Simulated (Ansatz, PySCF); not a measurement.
Pulling on the B1–F2 bond in BFGeH4 (SMILES F[BH][GeH3]) (multiplicity 1 held, fragments rigid). Energies count from the point at 1.323 Å.
Geometry at that point (charge 0, multiplicity 1):
| atom | x (Å) | y (Å) | z (Å) |
|---|---|---|---|
| B | 0.4677 | -1.2689 | -0.2311 |
| F | -0.4225 | -2.1999 | 0.0709 |
| Ge | 0.0062 | 0.7478 | 0.0285 |
| H | 0.1364 | 1.4887 | -1.3174 |
| H | -1.4107 | 0.9837 | 0.5799 |
| H | 1.0201 | 1.3934 | 0.9941 |
| H | 1.5216 | -1.6520 | -0.6498 |

R- and RO- levels are restricted; in cc, def2 and unpolarised 6-31G sets they are followed outwards from rest. Unrestricted levels (U-) break spin symmetry where that is lower. Left out are points that failed, MP2 points in a non-variational dive below the minimum, coupled-cluster points behind a sign of a changed root (a jump of the amplitudes, or a one-step jump against full CI or MRCI), small-basis points behind a change of solution, and semi-empirical points at long bonds. Curves can end on different states.

Frozen-core correlation. Filled d and f shells under p-block atoms count as core. Rows in LANL2DZ carry no dispersion term and start afresh at each structure. LANL2DZ brings its own core potentials from Na on.

Programs: Ansatz (a program for electronic structure) with Gaussian orbitals; PySCF for LANL2DZ rows. Values without a source in brackets are computed.

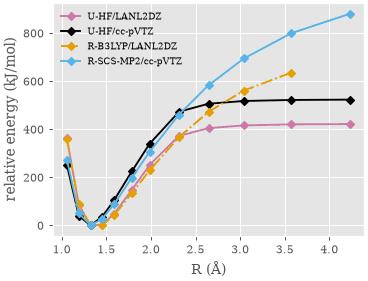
Relative energy along the coordinate

Question: Read off the U-HF/LANL2DZ curve at R = 3.043.

Answer: about 420 kJ/mol

Doubts at one or more of the structures used: a spin-contaminated determinant (U-HF/LANL2DZ, U-HF/cc-pVTZ); a restricted determinant that unrestricted orbitals would lower (R-SCS-MP2/cc-pVTZ).
